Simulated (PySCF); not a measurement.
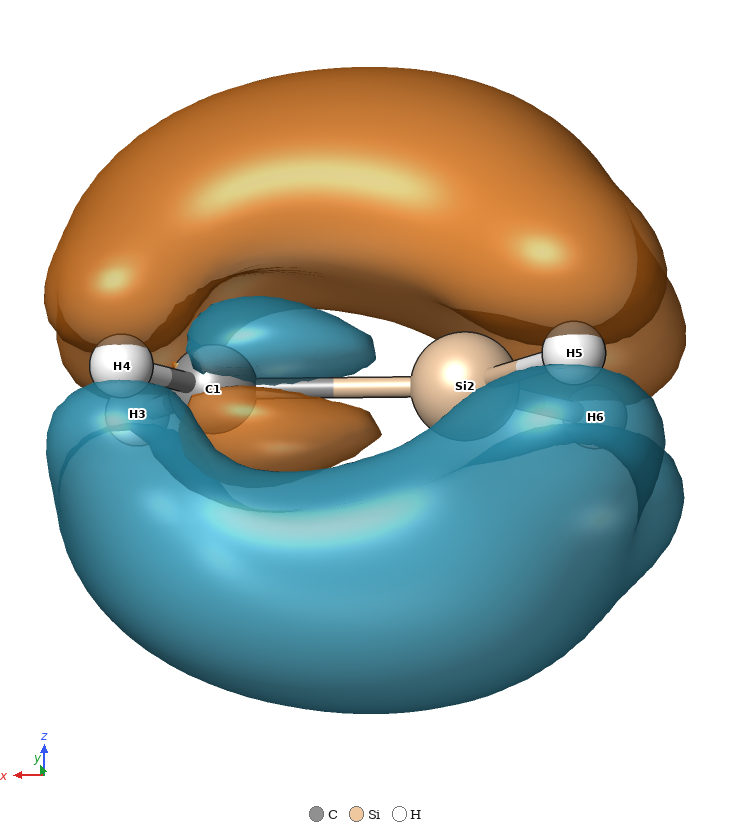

Figure. CH₄Si, SMILES `C=[SiH2]`. Change of the electron density in a uniform field of 0.26 V/Å, surfaces at ±0.001 e/Å³ (light blue: gain, orange: loss).

Computed with PySCF, PBE0/def2-SVPD, geometry: GFN2-xTB. No frequency check shows the geometry to be a minimum.

Along which Cartesian direction does the field point?

Answer. Along +z: electrons gather on the −z side, against the field.

How large is the response?

Answer. The induced dipole is 0.50 D (along the field); α along this axis, from the fields in both directions, is 39 bohr³ (5.8 Å³).

Which atoms gain and lose the most charge?

Answer. Hardly any: no atom's Hirshfeld charge changes by as much as 0.002 e. The density shifts from one side of each atom to the other; 0.046 electrons are displaced in all.

Cost of the run: 8.9 s on 1 thread of Arm Neoverse V1, with other jobs on the host, peak memory 0.34 GiB.
